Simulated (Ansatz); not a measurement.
## BH4BrO2: nudged elastic band (part 1 of 2)

The run: nudged elastic band of BH4BrO2. Method and program: RHF/def2-SVP (Ansatz 0.2.0).

The run did not end well. It belongs to a series of runs on one base structure; here: band between the two ends.

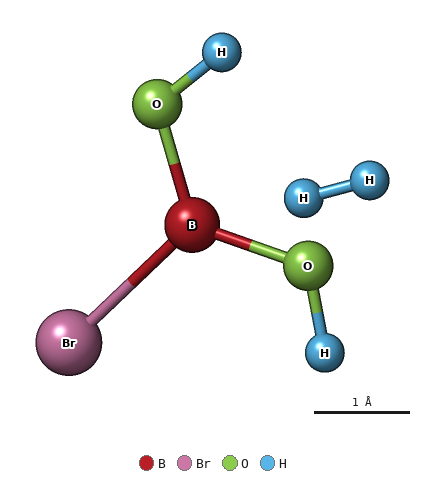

The starting structure (ball-and-stick view, seen at an oblique angle). Bond lengths as drawn: B–Br 1.95 Å, B–O 1.33 to 1.34 Å, H–H 0.75 Å and H–O 0.94 to 0.95 Å.

## Input file
```yaml
crystal:
  periodic: [false, false, false]
  atoms:
    - { symbol: B, position_ang: [-0.122391, -0.887481, 0.310849] }
    - { symbol: Br, position_ang: [1.744917, -1.44433, 0.20195] }
    - { symbol: O, position_ang: [-0.961992, -1.321206, -0.630858] }
    - { symbol: O, position_ang: [-0.536442, -0.09557, 1.311881] }
    - { symbol: H, position_ang: [1.072794, 2.080515, -1.439368] }
    - { symbol: H, position_ang: [0.526327, 2.513406, -1.168595] }
    - { symbol: H, position_ang: [-1.848728, -1.008923, -0.519088] }
    - { symbol: H, position_ang: [0.125514, 0.163688, 1.933328] }
basis:
  gaussian: { orbitals: def2-SVP }
hamiltonian:
  xc: hf
neb:
  order_check: false
  images: 5
  f_tol: 0.03
  max_iterations: 60
  final_atoms:
    - { symbol: B, position_ang: [-0.3758813, 0.43318474, 0.66527091] }
    - { symbol: Br, position_ang: [2.44139542, -0.69961224, -2.74965352] }
    - { symbol: O, position_ang: [-0.17343376, -0.49372695, -0.29864411] }
    - { symbol: O, position_ang: [-1.38327475, 0.25052097, 1.5428385] }
    - { symbol: H, position_ang: [1.40844771, -0.59163154, -1.79155066] }
    - { symbol: H, position_ang: [0.34758579, 1.38766429, 0.70194398] }
    - { symbol: H, position_ang: [-0.78651012, -1.21448755, -0.26217748] }
    - { symbol: H, position_ang: [-1.47832999, 0.92818728, 2.19207139] }
  initial_path:
    images:
      - { positions_ang: [[-0.122391, -0.887481, 0.310849], [1.744917, -1.44433, 0.20195], [-0.961992, -1.321206, -0.630858], [-0.536442, -0.09557, 1.311881], [1.072794, 2.080515, -1.439368], [0.526327, 2.513406, -1.168595], [-1.848728, -1.008923, -0.519088], [0.125514, 0.163688, 1.933328]] }
      - { positions_ang: [[-0.16979267, -0.588288, 0.21307397], [1.81121269, -1.24599081, 0.05038168], [-0.998746, -1.05713524, -0.7193065], [-0.51524601, 0.004353, 1.3134385], [1.05266253, 1.66581673, -1.21821747], [0.40345417, 2.10785013, -1.00272476], [-1.74865955, -1.11496249, -0.56817354], [0.16511385, 0.22845568, 1.93162713]] }
      - { positions_ang: [[-0.21719435, -0.28909501, 0.11529893], [1.87750839, -1.04765162, -0.10118664], [-1.0355, -0.79306448, -0.80775499], [-0.49405003, 0.104276, 1.314996], [1.03253105, 1.25111847, -0.99706694], [0.28058134, 1.70229425, -0.83685453], [-1.6485911, -1.22100197, -0.61725908], [0.20471369, 0.29322336, 1.92992626]] }
      - { positions_ang: [[-0.26459602, 0.01009799, 0.0175239], [1.94380408, -0.84931243, -0.25275496], [-1.072254, -0.52899372, -0.89620349], [-0.47285404, 0.204199, 1.31655351], [1.01239958, 0.8364202, -0.77591642], [0.15770851, 1.29673838, -0.67098429], [-1.54852265, -1.32704146, -0.66634463], [0.24431354, 0.35799104, 1.92822538]] }
      - { positions_ang: [[-0.30169111, 0.15112691, 0.23343957], [2.10966786, -0.79941237, -1.08505448], [-0.77264725, -0.51723813, -0.69701703], [-0.77632761, 0.21963966, 1.39198184], [1.14441562, 0.36040295, -1.11446116], [0.22100093, 1.32704702, -0.21334153], [-1.29451847, -1.28952349, -0.53162225], [-0.32990097, 0.54805645, 2.01617405]] }
      - { positions_ang: [[-0.33878621, 0.29215582, 0.44935524], [2.27553164, -0.7495123, -1.917354], [-0.47304051, -0.50548254, -0.49783057], [-1.07980118, 0.23508031, 1.46741017], [1.27643167, -0.11561429, -1.45300591], [0.28429336, 1.35735565, 0.24430122], [-1.0405143, -1.25200552, -0.39689986], [-0.90411548, 0.73812187, 2.10412272]] }
      - { positions_ang: [[-0.3758813, 0.43318474, 0.66527091], [2.44139542, -0.69961224, -2.74965352], [-0.17343376, -0.49372695, -0.29864411], [-1.38327475, 0.25052097, 1.5428385], [1.40844771, -0.59163154, -1.79155066], [0.34758579, 1.38766429, 0.70194398], [-0.78651012, -1.21448755, -0.26217748], [-1.47832999, 0.92818728, 2.19207139]] }
```

Machine: 2 threads of AMD EPYC (Zen 5), 16 GiB of memory available, shared host.

Launched with:
```bash
ansatz run input.yaml --threads 2 --pin off --max-ram 3072MiB --backend cpu --events-out ev --progress --plain --runs-dir out
```

## The program's output
```
Engine: ansatz 0.2.0, x86_64-unknown-linux-gnu
Functional definition: HF
  exchange = exact_x
  correlation = 0
991 factors; integrals over basis functions are off by at most 3.0e-4 eV
mean field evaluation 1: about -74796.2359 eV, gradient 4.0e1 eV
mean field evaluation 2: about -74796.3374 eV, gradient 4.0e1 eV
mean field evaluation 4: about -74799.4024 eV, gradient 2.5e0 eV
mean field evaluation 8: about -74799.4345 eV, gradient 1.7e-1 eV
mean field -74799.43457492 eV, -2748.8285197505 hartree, gradient 1.9e-5 eV, S^2 0.000000; 0 other end points of the search recorded, 0 dependent functions left out
the calculation of the forces begins
reference -74799.43457492 eV, -2748.8285197505 hartree; 30, 30 occupied and 64, 64 virtual orbitals, 991 factors
990 factors; integrals over basis functions are off by at most 8.0e-4 eV
mean field evaluation 16: about -74799.1834 eV, gradient 2.8e0 eV
mean field -74799.21746184 eV, -2748.8205409921 hartree, gradient 2.4e-5 eV, S^2 0.000000; 0 other end points of the search recorded, 0 dependent functions left out
[... from here on the field's lines of each further geometry are left out, up to the last ...]
NEB iter   1: max|band force component| = 2.046e1 eV/Å  barrier→ = 2.9390 eV  barrier← = 2.7219 eV  Δτ_max = 0.2000 Å  (239 SCF iters)
NEB iter   2: max|band force component| = 2.579e0 eV/Å  barrier→ = 2.4398 eV  barrier← = 2.2227 eV  Δτ_max = 0.1979 Å  (184 SCF iters)
NEB iter   3: max|band force component| = 1.533e0 eV/Å  barrier→ = 2.5987 eV  barrier← = 2.3815 eV  Δτ_max = 0.2000 Å  (173 SCF iters)
NEB iter   4: max|band force component| = 2.014e1 eV/Å  barrier→ = 3.9968 eV  barrier← = 3.7797 eV  Δτ_max = 0.1008 Å  (172 SCF iters)
NEB iter   5: max|band force component| = 1.161e1 eV/Å  barrier→ = 2.2010 eV  barrier← = 1.9839 eV  Δτ_max = 0.1986 Å  (165 SCF iters)
NEB iter   6: max|band force component| = 3.315e0 eV/Å  barrier→ = 1.7524 eV  barrier← = 1.5353 eV  Δτ_max = 0.1916 Å  (162 SCF iters)
NEB iter   7: max|band force component| = 1.338e0 eV/Å  barrier→ = 1.4312 eV  barrier← = 1.2141 eV  Δτ_max = 0.1574 Å  (162 SCF iters)
NEB iter   8: max|band force component| = 7.420e-1 eV/Å  barrier→ = 1.3244 eV  barrier← = 1.1073 eV  Δτ_max = 0.1940 Å  (162 SCF iters)
NEB iter   9: max|band force component| = 1.365e0 eV/Å  barrier→ = 1.2194 eV  barrier← = 1.0023 eV  Δτ_max = 0.1002 Å  (171 SCF iters)
NEB iter  10: max|band force component| = 8.064e-1 eV/Å  barrier→ = 1.2506 eV  barrier← = 1.0335 eV  Δτ_max = 0.1008 Å  (167 SCF iters)
NEB iter  11: max|band force component| = 6.166e-1 eV/Å  barrier→ = 1.1768 eV  barrier← = 0.9596 eV  Δτ_max = 0.1006 Å  (159 SCF iters)
NEB iter  12: max|band force component| = 9.965e-1 eV/Å  barrier→ = 1.3071 eV  barrier← = 1.0900 eV  Δτ_max = 0.0502 Å  (167 SCF iters)
NEB iter  13: max|band force component| = 6.284e-1 eV/Å  barrier→ = 1.1281 eV  barrier← = 0.9110 eV  Δτ_max = 0.0499 Å  (157 SCF iters)
NEB iter  14: max|band force component| = 1.470e0 eV/Å  barrier→ = 1.2119 eV  barrier← = 0.9948 eV  CI = image 2  Δτ_max = 0.0991 Å  (162 SCF iters)
NEB iter  15: max|band force component| = 1.029e0 eV/Å  barrier→ = 1.0270 eV  barrier← = 0.8099 eV  CI = image 2  Δτ_max = 0.1971 Å  (169 SCF iters)
NEB iter  16: max|band force component| = 1.868e0 eV/Å  barrier→ = 1.1499 eV  barrier← = 0.9328 eV  CI = image 2  Δτ_max = 0.2000 Å  (158 SCF iters)
NEB iter  17: max|band force component| = 2.204e0 eV/Å  barrier→ = 1.2488 eV  barrier← = 1.0317 eV  CI = image 3  Δτ_max = 0.2000 Å  (172 SCF iters)
NEB iter  18: max|band force component| = 5.021e0 eV/Å  barrier→ = 1.7866 eV  barrier← = 1.5694 eV  CI = image 2  Δτ_max = 0.0991 Å  (160 SCF iters)
NEB iter  19: max|band force component| = 4.813e0 eV/Å  barrier→ = 1.4357 eV  barrier← = 1.2186 eV  CI = image 2  Δτ_max = 0.1972 Å  (169 SCF iters)
NEB iter  20: max|band force component| = 2.541e0 eV/Å  barrier→ = 1.4582 eV  barrier← = 1.2411 eV  CI = image 3  Δτ_max = 0.1986 Å  (172 SCF iters)
NEB iter  21: max|band force component| = 4.401e0 eV/Å  barrier→ = 1.2154 eV  barrier← = 0.9983 eV  CI = image 3  Δτ_max = 0.1009 Å  (174 SCF iters)
NEB iter  22: max|band force component| = 1.527e0 eV/Å  barrier→ = 1.1218 eV  barrier← = 0.9047 eV  CI = image 3  Δτ_max = 0.1992 Å  (158 SCF iters)
NEB iter  23: max|band force component| = 2.088e0 eV/Å  barrier→ = 1.2986 eV  barrier← = 1.0815 eV  CI = image 2  Δτ_max = 0.1955 Å  (159 SCF iters)
NEB iter  24: max|band force component| = 2.033e0 eV/Å  barrier→ = 0.9614 eV  barrier← = 0.7443 eV  CI = image 3  Δτ_max = 0.1989 Å  (165 SCF iters)
NEB iter  25: max|band force component| = 2.086e0 eV/Å  barrier→ = 1.3728 eV  barrier← = 1.1557 eV  CI = image 2  Δτ_max = 0.2000 Å  (165 SCF iters)
NEB iter  26: max|band force component| = 1.706e0 eV/Å  barrier→ = 0.8647 eV  barrier← = 0.6476 eV  CI = image 2  Δτ_max = 0.1999 Å  (173 SCF iters)
NEB iter  27: max|band force component| = 1.471e0 eV/Å  barrier→ = 1.4228 eV  barrier← = 1.2057 eV  CI = image 2  Δτ_max = 0.1991 Å  (156 SCF iters)
NEB iter  28: max|band force component| = 2.393e0 eV/Å  barrier→ = 0.9952 eV  barrier← = 0.7781 eV  CI = image 2  Δτ_max = 0.2000 Å  (158 SCF iters)
NEB iter  29: max|band force component| = 1.822e0 eV/Å  barrier→ = 1.0953 eV  barrier← = 0.8782 eV  CI = image 2  Δτ_max = 0.1989 Å  (157 SCF iters)
NEB iter  30: max|band force component| = 2.887e0 eV/Å  barrier→ = 1.4317 eV  barrier← = 1.2146 eV  CI = image 3  Δτ_max = 0.0998 Å  (162 SCF iters)
NEB iter  31: max|band force component| = 1.613e0 eV/Å  barrier→ = 1.1741 eV  barrier← = 0.9569 eV  CI = image 3  Δτ_max = 0.1987 Å  (158 SCF iters)
NEB iter  32: max|band force component| = 1.478e0 eV/Å  barrier→ = 1.1895 eV  barrier← = 0.9724 eV  CI = image 2  Δτ_max = 0.2000 Å  (165 SCF iters)
NEB iter  33: max|band force component| = 2.888e0 eV/Å  barrier→ = 1.1208 eV  barrier← = 0.9036 eV  CI = image 3  Δτ_max = 0.1007 Å  (172 SCF iters)
NEB iter  34: max|band force component| = 2.266e0 eV/Å  barrier→ = 0.9631 eV  barrier← = 0.7460 eV  CI = image 3  Δτ_max = 0.1972 Å  (166 SCF iters)
NEB iter  35: max|band force component| = 1.469e0 eV/Å  barrier→ = 1.3015 eV  barrier← = 1.0844 eV  CI = image 2  Δτ_max = 0.1992 Å  (155 SCF iters)
NEB iter  36: max|band force component| = 1.816e0 eV/Å  barrier→ = 1.0303 eV  barrier← = 0.8132 eV  CI = image 2  Δτ_max = 0.1997 Å  (160 SCF iters)
NEB iter  37: max|band force component| = 1.457e0 eV/Å  barrier→ = 0.8733 eV  barrier← = 0.6562 eV  CI = image 3  Δτ_max = 0.1993 Å  (165 SCF iters)
NEB iter  38: max|band force component| = 2.067e0 eV/Å  barrier→ = 1.0797 eV  barrier← = 0.8626 eV  CI = image 2  Δτ_max = 0.2000 Å  (166 SCF iters)
NEB iter  39: max|band force component| = 2.357e0 eV/Å  barrier→ = 1.2001 eV  barrier← = 0.9830 eV  CI = image 3  Δτ_max = 0.0996 Å  (167 SCF iters)
NEB iter  40: max|band force component| = 2.479e0 eV/Å  barrier→ = 1.0281 eV  barrier← = 0.8110 eV  CI = image 3  Δτ_max = 0.1986 Å  (158 SCF iters)
NEB iter  41: max|band force component| = 2.764e0 eV/Å  barrier→ = 1.3153 eV  barrier← = 1.0982 eV  CI = image 2  Δτ_max = 0.2000 Å  (167 SCF iters)
NEB iter  42: max|band force component| = 1.949e0 eV/Å  barrier→ = 0.8602 eV  barrier← = 0.6431 eV  CI = image 3  Δτ_max = 0.2000 Å  (173 SCF iters)
NEB iter  43: max|band force component| = 1.966e0 eV/Å  barrier→ = 1.2528 eV  barrier← = 1.0357 eV  CI = image 2  Δτ_max = 0.2000 Å  (167 SCF iters)
NEB iter  44: max|band force component| = 1.190e0 eV/Å  barrier→ = 0.8870 eV  barrier← = 0.6699 eV  CI = image 3  Δτ_max = 0.1999 Å  (171 SCF iters)
NEB iter  45: max|band force component| = 2.159e0 eV/Å  barrier→ = 1.3124 eV  barrier← = 1.0953 eV  CI = image 2  Δτ_max = 0.1965 Å  (174 SCF iters)
NEB iter  46: max|band force component| = 1.381e0 eV/Å  barrier→ = 0.7542 eV  barrier← = 0.5371 eV  CI = image 3  Δτ_max = 0.1985 Å  (157 SCF iters)
NEB iter  47: max|band force component| = 2.063e0 eV/Å  barrier→ = 1.3556 eV  barrier← = 1.1385 eV  CI = image 2  Δτ_max = 0.2000 Å  (166 SCF iters)
NEB iter  48: max|band force component| = 2.121e0 eV/Å  barrier→ = 0.8697 eV  barrier← = 0.6526 eV  CI = image 2  Δτ_max = 0.1894 Å  (163 SCF iters)
NEB iter  49: max|band force component| = 2.269e0 eV/Å  barrier→ = 0.9337 eV  barrier← = 0.7166 eV  CI = image 2  Δτ_max = 0.1005 Å  (171 SCF iters)
NEB iter  50: max|band force component| = 2.857e0 eV/Å  barrier→ = 0.8168 eV  barrier← = 0.5997 eV  CI = image 3  Δτ_max = 0.2000 Å  (158 SCF iters)
NEB iter  51: max|band force component| = 1.857e0 eV/Å  barrier→ = 1.0219 eV  barrier← = 0.8048 eV  CI = image 2  Δτ_max = 0.2000 Å  (157 SCF iters)
NEB iter  52: max|band force component| = 1.811e0 eV/Å  barrier→ = 0.8576 eV  barrier← = 0.6405 eV  CI = image 3  Δτ_max = 0.2000 Å  (166 SCF iters)
NEB iter  53: max|band force component| = 1.689e0 eV/Å  barrier→ = 1.0092 eV  barrier← = 0.7921 eV  CI = image 2  Δτ_max = 0.1995 Å  (158 SCF iters)
NEB iter  54: max|band force component| = 1.565e0 eV/Å  barrier→ = 1.0170 eV  barrier← = 0.7999 eV  CI = image 3  Δτ_max = 0.0998 Å  (165 SCF iters)
NEB iter  55: max|band force component| = 1.646e0 eV/Å  barrier→ = 0.9030 eV  barrier← = 0.6859 eV  CI = image 3  Δτ_max = 0.1993 Å  (158 SCF iters)
NEB iter  56: max|band force component| = 2.940e0 eV/Å  barrier→ = 1.5476 eV  barrier← = 1.3305 eV  CI = image 2  Δτ_max = 0.0995 Å  (169 SCF iters)
NEB iter  57: max|band force component| = 2.624e0 eV/Å  barrier→ = 1.0791 eV  barrier← = 0.8620 eV  CI = image 2  Δτ_max = 0.1999 Å  (159 SCF iters)
NEB iter  58: max|band force component| = 1.218e0 eV/Å  barrier→ = 0.7243 eV  barrier← = 0.5072 eV  CI = image 3  Δτ_max = 0.2000 Å  (159 SCF iters)
NEB iter  59: max|band force component| = 2.178e0 eV/Å  barrier→ = 1.3657 eV  barrier← = 1.1486 eV  CI = image 2  Δτ_max = 0.1956 Å  (166 SCF iters)
the calculation of the forces begins
reference -74799.09234436 eV, -2748.8159430093 hartree; 30, 30 occupied and 64, 64 virtual orbitals, 995 factors
these checks for a lower state are left out or cut short: starts, cluster_reference, orbital_swaps, neighbouring_geometries, increment
994 factors; integrals over basis functions are off by at most 8.3e-4 eV
mean field -74799.18897218 eV, -2748.8194940162 hartree, gradient 1.7e-5 eV, S^2 0.000000; 0 other end points of the search recorded, 0 dependent functions left out
the calculation of the forces begins
reference -74799.18897218 eV, -2748.8194940162 hartree; 30, 30 occupied and 64, 64 virtual orbitals, 994 factors
NEB iter  60: max|band force component| = 1.525e0 eV/Å  barrier→ = 0.7408 eV  barrier← = 0.5237 eV  CI = image 3  Δτ_max = 0.2000 Å  (158 SCF iters)
```
